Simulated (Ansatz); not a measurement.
# Nudged elastic band of ZrN₄H₉F (part 1 of 2)

- system: ZrN₄H₉F
- method: RKS PBE/def2-SVP (Ansatz 0.2.0)

It belongs to a series of runs on one base structure; here: band between the two ends.

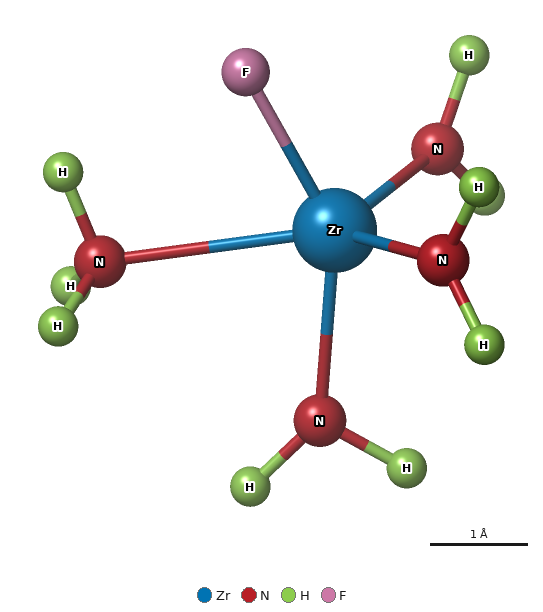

Fig. 1: The structure as given in the input (ball-and-stick view, seen at a tilt). Sticks mark near contacts. Bond lengths as drawn: F–Zr 1.98 Å, H–N 1.03 Å and N–Zr 2.07 to 2.47 Å.

The input
```yaml
crystal:
  periodic: [false, false, false]
  atoms:
    - { symbol: Zr, position_ang: [-0.615526, 0.062215, 0.033059] }
    - { symbol: "N", position_ang: [0.05855, -0.177538, 2.401228] }
    - { symbol: H, position_ang: [0.603944, -1.018778, 2.630485] }
    - { symbol: H, position_ang: [0.568652, 0.623804, 2.796468] }
    - { symbol: "N", position_ang: [1.463063, 0.008756, -0.05522] }
    - { symbol: H, position_ang: [2.267675, -0.042757, 0.578207] }
    - { symbol: H, position_ang: [1.854072, 0.086551, -1.006972] }
    - { symbol: "N", position_ang: [-0.927308, 1.806026, -1.033159] }
    - { symbol: H, position_ang: [-1.858134, 2.154237, -1.294718] }
    - { symbol: H, position_ang: [-0.229865, 2.366142, -1.53502] }
    - { symbol: "N", position_ang: [-1.107988, -1.647879, -1.01636] }
    - { symbol: H, position_ang: [-2.077374, -1.905908, -1.24059] }
    - { symbol: H, position_ang: [-0.490473, -2.231259, -1.592344] }
    - { symbol: F, position_ang: [-2.246853, 0.166784, 1.154632] }
    - { symbol: H, position_ang: [-0.844135, -0.238994, 2.893305] }
basis:
  gaussian: { orbitals: def2-SVP }
hamiltonian:
  xc: pbe
neb:
  order_check: false
  images: 5
  f_tol: 0.03
  max_iterations: 60
  final_atoms:
    - { symbol: Zr, position_ang: [-0.58901935, -0.31708684, 0.03160182] }
    - { symbol: "N", position_ang: [0.04884724, 0.62251832, 2.3151575] }
    - { symbol: H, position_ang: [0.88959604, 0.27488589, 2.79467651] }
    - { symbol: H, position_ang: [0.09822481, 1.6489073, 2.32994687] }
    - { symbol: "N", position_ang: [1.44924844, -0.69918218, 0.01644363] }
    - { symbol: H, position_ang: [1.90846025, -1.23531293, -0.72857102] }
    - { symbol: H, position_ang: [2.12958722, -0.5829784, 0.77557142] }
    - { symbol: "N", position_ang: [-0.96019517, 1.61840445, -0.58965185] }
    - { symbol: H, position_ang: [-1.89632102, 2.03016961, -0.69469036] }
    - { symbol: H, position_ang: [-0.2773852, 2.3173149, -0.90400783] }
    - { symbol: "N", position_ang: [-1.13404318, -1.41312786, -1.63103151] }
    - { symbol: H, position_ang: [-1.42801357, -2.39863308, -1.62544264] }
    - { symbol: H, position_ang: [-1.22493023, -1.07275046, -2.59497105] }
    - { symbol: F, position_ang: [-1.84080786, -1.1316599, 1.31931134] }
    - { symbol: H, position_ang: [-0.75494841, 0.34993317, 2.89865817] }
  initial_path:
    images:
      - { positions_ang: [[-0.615526, 0.062215, 0.033059], [0.05855, -0.177538, 2.401228], [0.603944, -1.018778, 2.630485], [0.568652, 0.623804, 2.796468], [1.463063, 0.008756, -0.05522], [2.267675, -0.042757, 0.578207], [1.854072, 0.086551, -1.006972], [-0.927308, 1.806026, -1.033159], [-1.858134, 2.154237, -1.294718], [-0.229865, 2.366142, -1.53502], [-1.107988, -1.647879, -1.01636], [-2.077374, -1.905908, -1.24059], [-0.490473, -2.231259, -1.592344], [-2.246853, 0.166784, 1.154632], [-0.844135, -0.238994, 2.893305]] }
      - { positions_ang: [[-0.40889896, 0.04068081, 0.0234712], [0.02513503, -0.12691488, 2.45541051], [0.09157939, -0.77408129, 2.77881939], [0.65599881, 0.4904396, 2.90159451], [1.67566493, -0.00622361, -0.26826032], [2.37330457, -0.3491744, 0.09387254], [2.11030684, 0.34884522, -0.95431865], [-0.94760824, 1.81318811, -0.9330951], [-1.90673345, 2.0343961, -1.20791131], [-0.30287168, 2.49027144, -1.28521051], [-1.09121958, -1.69140525, -0.93324574], [-1.92376111, -2.06739644, -0.86242687], [-0.66317286, -2.16048063, -1.66097272], [-2.22169939, 0.12452571, 0.99794847], [-1.04772431, -0.15526849, 2.5673256]] }
      - { positions_ang: [[-0.20227192, 0.01914662, 0.01388341], [-0.00827994, -0.07629175, 2.50959301], [-0.42078523, -0.52938458, 2.92715377], [0.74334562, 0.3570752, 3.00672101], [1.88826687, -0.02120323, -0.48130064], [2.47893415, -0.6555918, -0.39046193], [2.36654169, 0.61113945, -0.9016653], [-0.96790847, 1.82035022, -0.83303119], [-1.95533289, 1.91455521, -1.12110461], [-0.37587837, 2.61440088, -1.03540102], [-1.07445116, -1.7349315, -0.85013148], [-1.77014822, -2.22888488, -0.48426374], [-0.83587271, -2.08970226, -1.72960143], [-2.19654578, 0.08226741, 0.84126493], [-1.25131363, -0.07154298, 2.24134621]] }
      - { positions_ang: [[0.00435512, -0.00238757, 0.00429561], [-0.04169491, -0.02566863, 2.56377552], [-0.93314984, -0.28468787, 3.07548816], [0.83069243, 0.2237108, 3.11184752], [2.1008688, -0.03618284, -0.69434096], [2.58456372, -0.9620092, -0.87479639], [2.62277653, 0.87343367, -0.84901195], [-0.98820871, 1.82751233, -0.73296729], [-2.00393234, 1.79471431, -1.03429792], [-0.44888505, 2.73853032, -0.78559152], [-1.05768274, -1.77845775, -0.76701721], [-1.61653533, -2.39037333, -0.10610061], [-1.00857257, -2.01892389, -1.79823015], [-2.17139217, 0.04000912, 0.6845814], [-1.45490294, 0.01218252, 1.91536681]] }
      - { positions_ang: [[-0.19343637, -0.10728732, 0.01339768], [-0.01151419, 0.19039369, 2.48090284], [-0.32556788, -0.09816329, 2.98188428], [0.58653655, 0.6987763, 2.85121397], [1.88366202, -0.25718262, -0.45741277], [2.3591959, -1.05311044, -0.8260546], [2.45838009, 0.38796298, -0.30748416], [-0.97887086, 1.7578097, -0.68519548], [-1.9680619, 1.87319941, -0.9210954], [-0.39171844, 2.59812518, -0.82506363], [-1.08313622, -1.65668112, -1.05502198], [-1.55369474, -2.39312658, -0.61254795], [-1.08069179, -1.70353275, -2.06381045], [-2.0611974, -0.35054722, 0.89615805], [-1.22158476, 0.12476607, 2.24313059]] }
      - { positions_ang: [[-0.39122786, -0.21218708, 0.02249975], [0.01866652, 0.406456, 2.39803017], [0.28201408, 0.0883613, 2.88828039], [0.34238068, 1.1738418, 2.59058042], [1.66645523, -0.4781824, -0.22048457], [2.13382808, -1.14421168, -0.77731281], [2.29398366, -0.09750771, 0.23404363], [-0.96953302, 1.68810707, -0.63742366], [-1.93219146, 1.95168451, -0.80789288], [-0.33455182, 2.45772004, -0.86453573], [-1.1085897, -1.53490449, -1.34302674], [-1.49085416, -2.39587983, -1.11899529], [-1.15281101, -1.3881416, -2.32939075], [-1.95100263, -0.74110356, 1.1077347], [-0.98826658, 0.23734962, 2.57089438]] }
      - { positions_ang: [[-0.58901935, -0.31708684, 0.03160182], [0.04884724, 0.62251832, 2.3151575], [0.88959604, 0.27488589, 2.79467651], [0.09822481, 1.6489073, 2.32994687], [1.44924844, -0.69918218, 0.01644363], [1.90846025, -1.23531293, -0.72857102], [2.12958722, -0.5829784, 0.77557142], [-0.96019517, 1.61840445, -0.58965185], [-1.89632102, 2.03016961, -0.69469036], [-0.2773852, 2.3173149, -0.90400783], [-1.13404318, -1.41312786, -1.63103151], [-1.42801357, -2.39863308, -1.62544264], [-1.22493023, -1.07275046, -2.59497105], [-1.84080786, -1.1316599, 1.31931134], [-0.75494841, 0.34993317, 2.89865817]] }
```

Run on 4 threads of Arm Neoverse V2, 24 GiB of memory available, shared host.

Launched with:
```bash
ansatz run input.yaml --threads 4 --pin off --max-ram 5120MiB --backend cpu --events-out ev --progress --plain --runs-dir out
```

The program's output
```
Engine: ansatz 0.2.0, aarch64-unknown-linux-gnu
Functional definition: PBE
  parameter kappa = 0.804
  parameter beta = 0.06672455060314922
  exchange = pbe_x(kappa = kappa, mu = beta*pi^2/3)
  correlation = pbe_c(beta = beta)
1636 factors; their error is unknown
mean field evaluation 1: about -10062.0058 eV, gradient 1.3e2 eV
mean field evaluation 2: about -9879.6437 eV, gradient 2.7e2 eV
mean field evaluation 4: about -10091.9450 eV, gradient 2.8e1 eV
mean field evaluation 8: about -10093.6796 eV, gradient 3.7e-1 eV
mean field evaluation 16: about -10093.6123 eV, gradient 1.6e-3 eV
mean field -10093.61227763 eV, -370.9334095067 hartree, gradient 3.3e-5 eV, S^2 0.000000; 0 other end points of the search recorded, 0 dependent functions left out
the calculation of the forces begins
reference -10093.61237638 eV, -370.9334131357 hartree; 29, 29 occupied and 117, 117 virtual orbitals, 1636 factors
1636 factors; their error is unknown
mean field evaluation 32: about -10093.8041 eV, gradient 3.4e-1 eV
mean field -10093.73758568 eV, -370.9380144926 hartree, gradient 2.0e-5 eV, S^2 0.000000; 0 other end points of the search recorded, 0 dependent functions left out
[... from here on the field's lines of each further geometry are left out, up to the last ...]
NEB iter   1: max|band force component| = 5.080e1 eV/Å  barrier→ = 11.6020 eV  barrier← = 11.7273 eV  Δτ_max = 0.2000 Å  (232 SCF iters)
NEB iter   2: max|band force component| = 1.088e1 eV/Å  barrier→ = 2.6950 eV  barrier← = 2.8203 eV  Δτ_max = 0.2000 Å  (178 SCF iters)
NEB iter   3: max|band force component| = 5.707e0 eV/Å  barrier→ = 1.9872 eV  barrier← = 2.1125 eV  Δτ_max = 0.2000 Å  (182 SCF iters)
NEB iter   4: max|band force component| = 2.177e0 eV/Å  barrier→ = 1.5209 eV  barrier← = 1.6462 eV  Δτ_max = 0.2000 Å  (179 SCF iters)
NEB iter   5: max|band force component| = 8.997e-1 eV/Å  barrier→ = 1.2592 eV  barrier← = 1.3845 eV  Δτ_max = 0.2000 Å  (174 SCF iters)
NEB iter   6: max|band force component| = 2.245e0 eV/Å  barrier→ = 1.0770 eV  barrier← = 1.2023 eV  Δτ_max = 0.1021 Å  (171 SCF iters)
NEB iter   7: max|band force component| = 2.187e0 eV/Å  barrier→ = 0.9503 eV  barrier← = 1.0757 eV  Δτ_max = 0.0502 Å  (152 SCF iters)
NEB iter   8: max|band force component| = 1.211e0 eV/Å  barrier→ = 0.8312 eV  barrier← = 0.9565 eV  Δτ_max = 0.1000 Å  (155 SCF iters)
NEB iter   9: max|band force component| = 1.019e0 eV/Å  barrier→ = 0.6591 eV  barrier← = 0.7844 eV  Δτ_max = 0.1004 Å  (152 SCF iters)
NEB iter  10: max|band force component| = 1.310e0 eV/Å  barrier→ = 0.5190 eV  barrier← = 0.6443 eV  Δτ_max = 0.0503 Å  (152 SCF iters)
NEB iter  11: max|band force component| = 7.576e-1 eV/Å  barrier→ = 0.4265 eV  barrier← = 0.5518 eV  Δτ_max = 0.1001 Å  (152 SCF iters)
NEB iter  12: max|band force component| = 4.748e-1 eV/Å  barrier→ = 0.3265 eV  barrier← = 0.4518 eV  CI = image 3  Δτ_max = 0.1976 Å  (150 SCF iters)
NEB iter  13: max|band force component| = 3.592e-1 eV/Å  barrier→ = 0.2500 eV  barrier← = 0.3753 eV  CI = image 3  Δτ_max = 0.1991 Å  (150 SCF iters)
NEB iter  14: max|band force component| = 3.639e-1 eV/Å  barrier→ = 0.2149 eV  barrier← = 0.3402 eV  CI = image 3  Δτ_max = 0.1985 Å  (152 SCF iters)
NEB iter  15: max|band force component| = 3.134e-1 eV/Å  barrier→ = 0.1463 eV  barrier← = 0.2716 eV  CI = image 3  Δτ_max = 0.1958 Å  (157 SCF iters)
NEB iter  16: max|band force component| = 3.055e-1 eV/Å  barrier→ = 0.1321 eV  barrier← = 0.2574 eV  CI = image 3  Δτ_max = 0.1982 Å  (151 SCF iters)
NEB iter  17: max|band force component| = 2.876e-1 eV/Å  barrier→ = 0.0961 eV  barrier← = 0.2214 eV  CI = image 3  Δτ_max = 0.1468 Å  (150 SCF iters)
NEB iter  18: max|band force component| = 1.739e-1 eV/Å  barrier→ = 0.0761 eV  barrier← = 0.2014 eV  CI = image 3  Δτ_max = 0.1749 Å  (148 SCF iters)
NEB iter  19: max|band force component| = 1.479e0 eV/Å  barrier→ = 0.0555 eV  barrier← = 0.1808 eV  CI = image 1  Δτ_max = 0.0863 Å  (149 SCF iters)
NEB iter  20: max|band force component| = 2.076e-1 eV/Å  barrier→ = 0.0711 eV  barrier← = 0.1964 eV  CI = image 3  Δτ_max = 0.1747 Å  (149 SCF iters)
NEB iter  21: max|band force component| = 1.731e0 eV/Å  barrier→ = 0.0536 eV  barrier← = 0.1789 eV  CI = image 1  Δτ_max = 0.0865 Å  (155 SCF iters)
NEB iter  22: max|band force component| = 2.816e-1 eV/Å  barrier→ = 0.0709 eV  barrier← = 0.1963 eV  CI = image 3  Δτ_max = 0.1779 Å  (151 SCF iters)
NEB iter  23: max|band force component| = 1.535e0 eV/Å  barrier→ = 0.0608 eV  barrier← = 0.1861 eV  CI = image 2  Δτ_max = 0.2000 Å  (151 SCF iters)
NEB iter  24: max|band force component| = 1.816e-1 eV/Å  barrier→ = 0.0556 eV  barrier← = 0.1809 eV  CI = image 2  Δτ_max = 0.1638 Å  (163 SCF iters)
NEB iter  25: max|band force component| = 1.966e-1 eV/Å  barrier→ = 0.0558 eV  barrier← = 0.1811 eV  CI = image 2  Δτ_max = 0.0782 Å  (153 SCF iters)
NEB iter  26: max|band force component| = 1.516e-1 eV/Å  barrier→ = 0.0554 eV  barrier← = 0.1807 eV  CI = image 2  Δτ_max = 0.0372 Å  (154 SCF iters)
NEB iter  27: max|band force component| = 1.274e-1 eV/Å  barrier→ = 0.0548 eV  barrier← = 0.1801 eV  CI = image 2  Δτ_max = 0.0828 Å  (154 SCF iters)
NEB iter  28: max|band force component| = 1.078e-1 eV/Å  barrier→ = 0.0558 eV  barrier← = 0.1811 eV  CI = image 2  Δτ_max = 0.0699 Å  (152 SCF iters)
NEB iter  29: max|band force component| = 6.914e-2 eV/Å  barrier→ = 0.0559 eV  barrier← = 0.1812 eV  CI = image 2  Δτ_max = 0.0592 Å  (155 SCF iters)
NEB iter  30: max|band force component| = 4.210e-2 eV/Å  barrier→ = 0.0558 eV  barrier← = 0.1811 eV  CI = image 2  Δτ_max = 0.0487 Å  (154 SCF iters)
NEB iter  31: max|band force component| = 4.826e-2 eV/Å  barrier→ = 0.0557 eV  barrier← = 0.1810 eV  CI = image 2  Δτ_max = 0.0244 Å  (156 SCF iters)
NEB iter  32: max|band force component| = 4.191e-2 eV/Å  barrier→ = 0.0557 eV  barrier← = 0.1810 eV  CI = image 2  Δτ_max = 0.0240 Å  (149 SCF iters)
NEB iter  33: max|band force component| = 6.406e-2 eV/Å  barrier→ = 0.0556 eV  barrier← = 0.1809 eV  CI = image 2  Δτ_max = 0.0120 Å  (159 SCF iters)
the calculation of the forces begins
reference -10093.73300979 eV, -370.9378463318 hartree; 29, 29 occupied and 117, 117 virtual orbitals, 1636 factors
1636 factors; their error is unknown
mean field evaluation 1440: about -10093.6239 eV, gradient 1.1e-1 eV
mean field -10093.55669941 eV, -370.9313670448 hartree, gradient 1.8e-5 eV, S^2 0.000000; 1 other end points of the search recorded, 0 dependent functions left out
the calculation of the forces begins
reference -10093.55679931 eV, -370.9313707162 hartree; 29, 29 occupied and 117, 117 virtual orbitals, 1636 factors
NEB iter  34: max|band force component| = 2.386e-2 eV/Å  barrier→ = 0.0556 eV  barrier← = 0.1809 eV  CI = image 2  Δτ_max = 0.0000 Å  (318 SCF iters)
```
